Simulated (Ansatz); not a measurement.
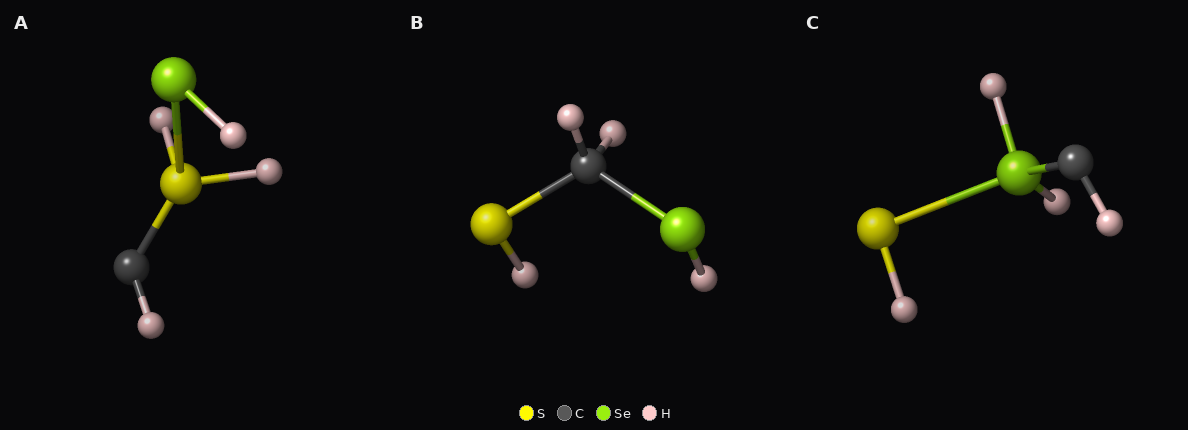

3 stationary structures of one formula. Geometries: PBE0-D4/def2-TZVP. Electronic energies: RHF-CCSD(T) (frozen core)/def2-TZVPP (Ansatz 0.2.0), without zero-point energy. No frequency run is at hand to confirm each as a minimum. Each is one conformer, not always the lowest.

Which is lowest in energy, and by how much?

B is lowest (C1); A lies 5.238 eV above it (C1), C lies 5.805 eV above it (C1).
